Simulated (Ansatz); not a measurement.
Reaction (SMILES): O=[SiH] (O-SiH) → O=[SiH-] (an electron is taken up)
B3LYP-D3(BJ)/def2-TZVP geometries, fixed; electronic energies without zero-point terms; positive where energy is released.

Basis-set convergence of the adiabatic electron affinity at wB97M-V with Ansatz (a program for electronic structure). Cartesian d functions, on some or all atoms, in 6-311G**, 6-311+G**; all else is spherical. The program fits the integrals of some runs and decomposes those of others, by size. Open shells are unrestricted. The functional holds VV10 correlation; no added dispersion term, no relativity. Functions are those of the species that has most. Reference: the value in aug-pcseg-3, 2.002 eV, itself unsure by roughly 0.006 eV (its mean distance from aug-cc-pV(Q+d)Z, def2-QZVPPD). Deviations are taken from unrounded values.

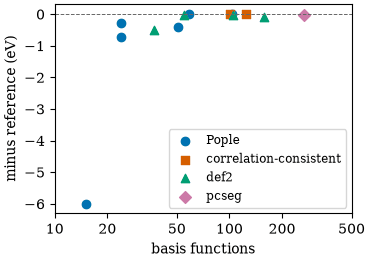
Fig. 1. Deviation from the reference against the number of basis functions, by family of sets.

```json
[
 {"basis": "STO-3G", "functions": "15", "adiabatic electron affinity (eV)": "-3.997", "minus reference (eV)": "-5.999"},
 {"basis": "3-21G", "functions": "24", "adiabatic electron affinity (eV)": "1.268", "minus reference (eV)": "-0.734"},
 {"basis": "6-31G", "functions": "24", "adiabatic electron affinity (eV)": "1.736", "minus reference (eV)": "-0.266"},
 {"basis": "def2-SVP", "functions": "37", "adiabatic electron affinity (eV)": "1.516", "minus reference (eV)": "-0.485"},
 {"basis": "6-311G**", "functions": "51", "adiabatic electron affinity (eV)": "1.611", "minus reference (eV)": "-0.390"},
 {"basis": "def2-SVPD", "functions": "55", "adiabatic electron affinity (eV)": "1.984", "minus reference (eV)": "-0.018"},
 {"basis": "6-311+G**", "functions": "59", "adiabatic electron affinity (eV)": "2.022", "minus reference (eV)": "0.020"},
 {"basis": "jun-cc-pV(T+d)Z", "functions": "101", "adiabatic electron affinity (eV)": "2.001", "minus reference (eV)": "-0.001"},
 {"basis": "6-311++G(3df,3pd)", "functions": "104", "adiabatic electron affinity (eV)": "2.000", "minus reference (eV)": "-0.002"},
 {"basis": "def2-TZVPPD", "functions": "105", "adiabatic electron affinity (eV)": "1.976", "minus reference (eV)": "-0.026"},
 {"basis": "aug-cc-pV(T+d)Z", "functions": "124", "adiabatic electron affinity (eV)": "2.005", "minus reference (eV)": "0.003"},
 {"basis": "def2-QZVPP", "functions": "157", "adiabatic electron affinity (eV)": "1.929", "minus reference (eV)": "-0.073"},
 {"basis": "pcseg-4", "functions": "267", "adiabatic electron affinity (eV)": "1.984", "minus reference (eV)": "-0.018"}
]
```
